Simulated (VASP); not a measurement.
Band structure of ZrO₂ (space group P4_2/mnm). All values below come from PBEsol GGA, VASP's PBE PAW potentials (set 64) (plane waves; VASP 6.6.1).

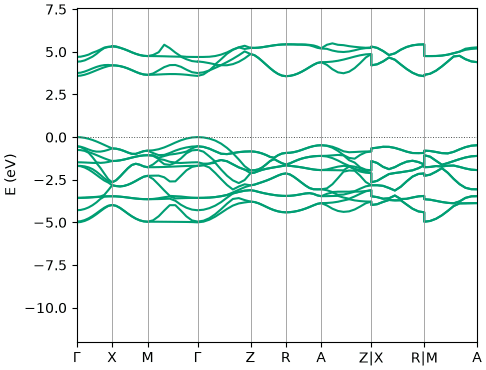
*Bands along high-symmetry lines, zero at the valence-band maximum or, without a gap, the Fermi level*

Problem. Read the plot: is there a gap, and where are the band edges?

Solution. The gap is indirect, 3.57 eV, from the valence maximum at Γ to the conduction minimum at R. (Edges off the drawn lines would not show.)

The structure comes from a computed database's ZrO2 entry (P4_2/mnm); how it stands against other phases isn't given here. It was relaxed first.
